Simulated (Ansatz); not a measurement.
**HS (SMILES [SH]) at U-revPBE/cc-pVDZ**

What is the electronic atomisation energy of HS at U-revPBE/cc-pVDZ? 

Program for the calculation: Ansatz 0.2.0.

55 further runs of the same task are left out: 2 that didn't finish, 53 set aside as unsound or not needed.

## 1. The molecule

HS: 2 atoms, total charge 0, spin state doublet. As SMILES, `[SH]`. Geometry: relaxed at GFN2-xTB.

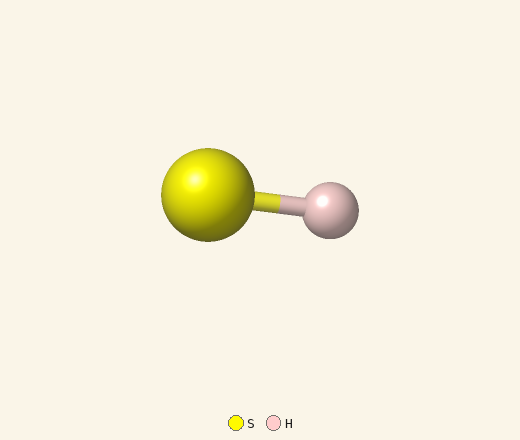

The structure, seen from a chosen angle (sulfur yellow, hydrogen pink).

## 2. A single-point energy at U-revPBE/cc-pVDZ

job.yaml

```yaml
basis:
  gaussian: {orbitals: cc-pVDZ}
crystal:
  periodic: [false, false, false]
  atoms:
    - {symbol: S, position_ang: [0.568010, -0.185670, 0.292090]}
    - {symbol: H, position_ang: [-0.568010, 0.185670, -0.292090]}
magnetization: {spin_polarized: true, initial_magnetization: 1}
hamiltonian: {xc: {name: revPBE}}
accuracy: high
```

Run with:

```
$ ansatz run job.yaml --threads 1 --pin off --max-ram 2610MiB --events-out events.jsonl --progress --plain --runs-dir runs
```

Log:

```text
Warning: RAYON_NUM_THREADS=1 ignored (pool sized by the plan → 1); use --threads N
Functional definition: revPBE
  name "revPBE"
  parameter kappa = 1.245
  parameter beta = 0.06672455060314922
  exchange = pbe_x(kappa = kappa, mu = beta*pi^2/3)
  correlation = pbe_c(beta = beta)
415 factors; integrals over basis functions are off by at most 3.0e-9 eV
mean field evaluation 1: about -10848.1271 eV, gradient 5.7e0 eV
mean field evaluation 2: about -10848.2688 eV, gradient 4.1e0 eV
mean field evaluation 4: about -10848.3665 eV, gradient 3.5e-1 eV
mean field evaluation 8: about -10848.3657 eV, gradient 4.1e-3 eV
mean field evaluation 16: about -10848.3657 eV, gradient 2.8e-7 eV
mean field evaluation 32: about -10848.2267 eV, gradient 4.0e0 eV
mean field -10848.36565838 eV, -398.6700846592 hartree, gradient 8.0e-8 eV, S^2 0.752797; 1 other end points of the search recorded, 0 dependent functions left out
reference -10848.36566058 eV, -398.6700847400 hartree; 9, 8 occupied and 14, 15 virtual orbitals, 415 factors
Total energy: -10848.36566058 eV, -398.6700847400 hartree
```

Run time: 1.2 s. Hardware: 1 thread of Arm Neoverse V2, shared host.

## 3. The H atom at the same level

in.yaml

```yaml
crystal:
  periodic: [false, false, false]
  atoms:
    - {symbol: H, position_ang: [0.000000, 0.000000, 0.000000]}
basis:
  gaussian: {orbitals: cc-pVDZ}
magnetization: {spin_polarized: true, initial_magnetization: 1}
hamiltonian: {xc: {name: revPBE}}
accuracy: high
```

Run the same way, it converges to -0.50319 Eh (log not shown).

## 4. The S atom

molecule.yaml

```yaml
crystal:
  periodic: [false, false, false]
  atoms:
    - {symbol: S, position_ang: [0.000000, 0.000000, 0.000000]}
basis:
  gaussian:
    orbitals: cc-pVDZ
magnetization:
  spin_polarized: true
  initial_magnetization: 2
hamiltonian:
  xc: {name: revPBE}
accuracy: high
```

Run with:

```
$ ansatz run molecule.yaml --threads 1 --pin off --max-ram 2610MiB --events-out events.jsonl --progress --plain --runs-dir runs
```

Log (excerpt; [...] marks lines left out):

```text
Warning: RAYON_NUM_THREADS=1 ignored (pool sized by the plan → 1); use --threads N
[... 6 set-up lines as earlier in the session ...]
142 factors; integrals over basis functions are off by at most 3.0e-9 eV
mean field evaluation 1: about -10830.9584 eV, gradient 3.6e0 eV
mean field evaluation 2: about -10831.0350 eV, gradient 1.9e0 eV
mean field evaluation 4: about -10831.0557 eV, gradient 2.5e-1 eV
mean field evaluation 8: about -10831.0556 eV, gradient 1.9e-3 eV
mean field evaluation 16: about -10830.9152 eV, gradient 4.0e0 eV
mean field evaluation 32: about -10831.0556 eV, gradient 3.1e-4 eV
mean field -10831.05557905 eV, -398.0339509770 hartree, gradient 9.3e-8 eV, S^2 2.002443; 2 other end points of the search recorded, 0 dependent functions left out
reference -10831.05558110 eV, -398.0339510522 hartree; 9, 7 occupied and 9, 11 virtual orbitals, 142 factors
Total energy: -10831.05558110 eV, -398.0339510522 hartree
```

It took 0.86 s on 1 thread of Arm Neoverse V2, shared host.

## 5. Summary of results

At U-revPBE/cc-pVDZ:

```
                     quantity          value
       molecule: total energy  -398.67008 Eh
               molecule: ⟨S²⟩          0.753
         H atom: total energy    -0.50319 Eh
                 H atom: ⟨S²⟩          0.750
         S atom: total energy  -398.03395 Eh
                 S atom: ⟨S²⟩          2.002
electronic atomisation energy       3.618 eV
```

In words: Taking the molecule apart into free atoms costs 3.62 eV (83 kcal/mol), before zero-point energy and without spin-orbit coupling.
